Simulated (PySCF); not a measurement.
# C4H11F3N2Si (SMILES N[SiH2]CCNCC(F)(F)F): what the fields show

```csv
atom,x (Å),y (Å),z (Å)
N,3.5297,-0.2179,1.2236
Si,2.5118,0.7474,0.2248
C,0.9494,-0.2981,-0.0524
C,-0.1133,0.4686,-0.8226
N,-1.2021,-0.4030,-1.2608
C,-2.0458,-0.9466,-0.2329
C,-2.9372,0.0736,0.4940
F,-3.4966,0.9468,-0.3605
F,-2.2850,0.8027,1.4114
F,-3.9487,-0.5290,1.1428
H,4.4026,0.1688,1.5419
H,3.6482,-1.1957,1.0126
H,3.0623,1.1215,-1.0911
H,2.2399,1.9577,1.0004
H,0.5556,-0.6088,0.9151
H,1.1833,-1.2063,-0.6092
H,-0.4656,1.3165,-0.2178
H,0.3250,0.8756,-1.7364
H,-1.7657,0.0708,-1.9592
H,-2.7217,-1.6807,-0.6819
H,-1.4349,-1.4468,0.5218
```

Geometry: GFN2-xTB.

Theory: PySCF 2.14.0, PBE0/pcSseg-1, SCF density, gas phase, non-relativistic.

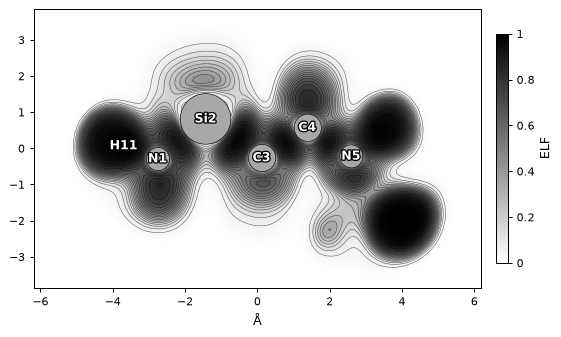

Figure 1. Electron localisation function on the plane of atoms N1, Si2 and C3. Grey discs cover the atomic cores.

> Read the bonding off the picture.

The plane passes through N, Si, C and H nuclei. C–N (1.46 Å): the ELF peaks at about 0.95 between the atoms (a shared electron pair). C–C (1.52 Å): the ELF peaks at about 0.95 between the atoms: a shared electron pair. Si–N (1.72 Å): the ELF peaks at about 0.90 between the atoms, as expected for a polar covalent bond. C–Si (1.90 Å): the ELF peaks at about 0.95 between the atoms: a covalent bond. N–H (1.01 Å): the ELF climbs to about 1 towards the hydrogen, as it does in any bond to H; an ordinary covalent bond to hydrogen.

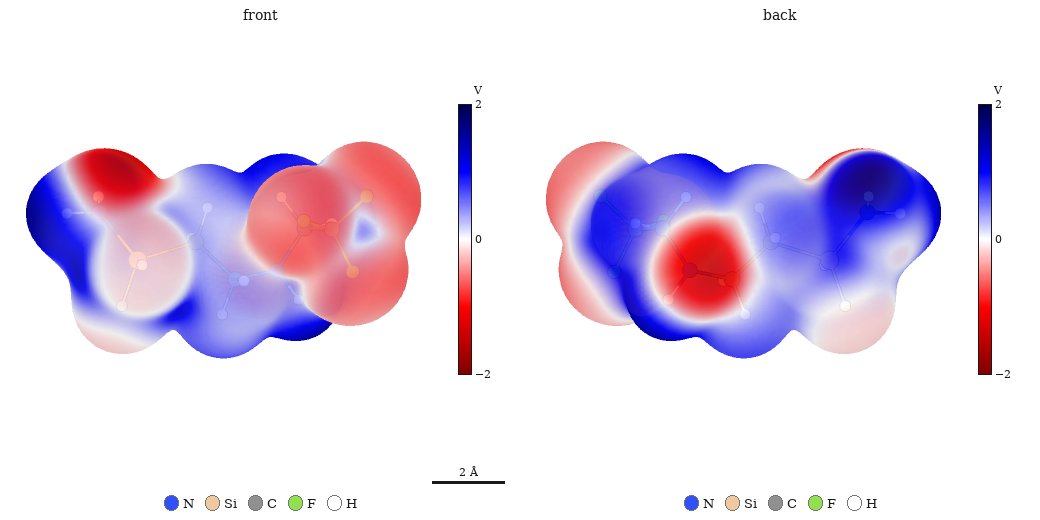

Figure 2. The molecular electrostatic potential painted on the density surface at 0.002 e/bohr³, seen from the front and from behind; the colour scale runs from red (negative) to blue (positive).

> Describe the electrostatic potential map.

The most negative region (about −1.4 V) lies over N1 and N5, the most positive (about +1.6 V) over H11 and H12.
